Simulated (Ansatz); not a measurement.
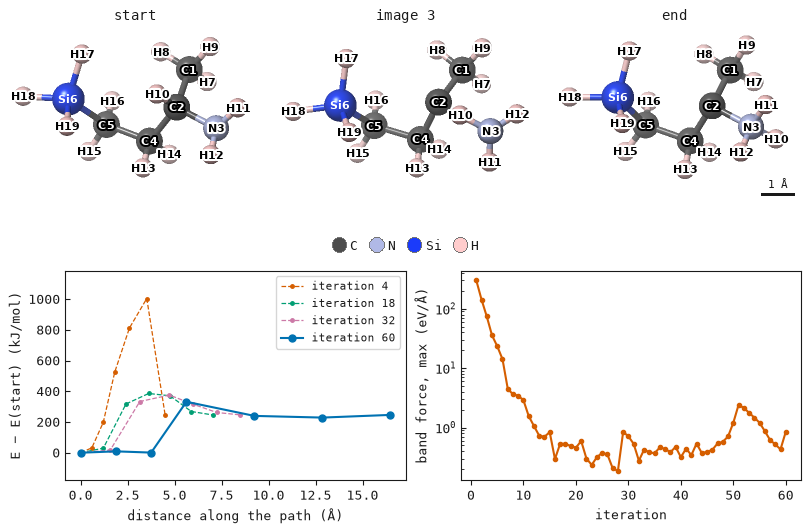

NEB run on C₄H₁₃NSi. Images are numbered from 0 (start) to 6 (end). The plot follows the band through its iterations. The picture is a ball-and-stick view, seen at a tilt.

Method: Ansatz, RKS PBE-D4/6-31G. Settings: 5 movable images; climbing image; force threshold 0.05 eV/Å; iteration limit 60; starting path through a guess of the saddle point.

> How did the profile develop, and is the result final?

The result isn't final. The band hadn't converged when the run stopped after 60 iterations. The largest component of the band force went from 300 to 0.85 eV/Å. The barrier read from it is provisional: over the last two iterations the highest image moved from 333.5 kJ/mol to 331.6 kJ/mol. The first iteration put the highest image at 6540.3 kJ/mol. Relative to the start the highest point is image 3 at +331.6 kJ/mol and the end lies at +246.1 kJ/mol, but the profile dips to +228.7 kJ/mol at image 5 on the way, so there may be more than one step; on an unconverged band the side maxima are provisional.

Limits of the set-up: the basis has no polarisation functions, which atoms past neon need.

Cost: 16 min on 2 threads of Intel(R) Xeon(R) CPU @ 2.80GHz (Skylake/Cascade Lake), with other jobs on the host, peak memory 0.2 GiB.
